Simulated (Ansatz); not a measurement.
Cost and result by functional for the adsorption energy of H2O on the 1x1 (101) surface of anatase TiO2 (cut with top plane O), one in a 2x1 cell, started at the site 'bridge O-O (span 2.8 Å)', in Ansatz (plane waves, PAW). Single points on the PBE structure, on one kind of machine; costs are rough ratios of the slab run's core time (references not counted) to the cheapest single point. r2SCAN's cost holds its higher cutoff (500 against 420 eV). Differences are taken against HSE06 for comparison alone: no measured value is at hand, so the table doesn't rank accuracy. HSE06 ran on a coarser k-mesh, which lowers its cost and may carry part of its shift.

Host crystal: anatase TiO2, with a band gap (PBE, scalar-relativistic without spin-orbit coupling).

Model: 39-atom slab, 9.4 Å thick at the start under the adsorbate (thin: gaps and levels are the slab's own), 3x4x1 mesh, Fermi-Dirac 0.01 eV, dipole correction, 14 atoms held, the rest relaxed; no symmetry held; no spin, no spin-orbit, no U, no dispersion correction. At the end it is bonded to Ti. In PBE it is, or lies within 0.03 eV of, the lowest of the starts that converged. These notes are the PBE run's. Adsorption energies are against H2O(g). A negative adsorption energy means that the adsorbate is more stable on the surface than in its reference.

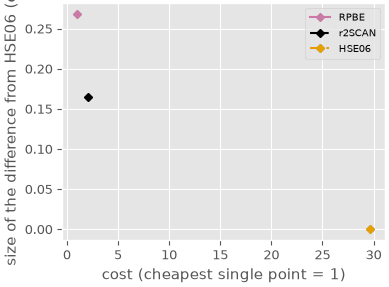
Fig. 1. Difference from HSE06 against cost

| functional | relative cost | adsorption energy (eV) | less HSE06 (eV) |
|---|---|---|---|
| RPBE | 1 | -0.38 | 0.27 |
| r2SCAN | 2 | -0.82 | -0.16 |
| HSE06 | 30 | -0.65 | 0.00 |
| PBE (the relaxed run's value) | – | -0.61 | 0.04 |

The values span 0.43 eV, while the single points' costs differ by a factor of roughly 30. Differences are of unrounded values.

Ansatz is a program for electronic structure.
